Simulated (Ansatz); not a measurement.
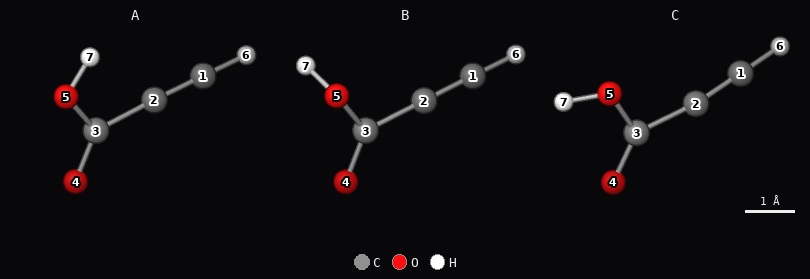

3 geometries from a converged minimum-energy path of C3H2O2, shuffled. A ball-and-stick model, seen at a tilt.

These are results of Ansatz, RKS r2SCAN-D4/def2-SVP, not measurements. Set-up: 9 movable images; climbing image; force threshold 0.03 eV/Å; iteration limit 60; starting path by image-dependent pair potential.

### Which of them lies highest in energy?

B. In order along the path, whose images run from 0 to 10: C (image 2, +0.13 eV), B (image 5, +0.55 eV), A (image 10, +0.14 eV). The motion is a rotation about the C3–O5 bond by about 180°, with a turn of about 185° about C1–C2. No bond forms or breaks between the ends. Bond angles that change up to the highest image, for instance: C3–O5–H7 105.9° → 110.5°, C1–C2–C3 176.3° → 178.5°.
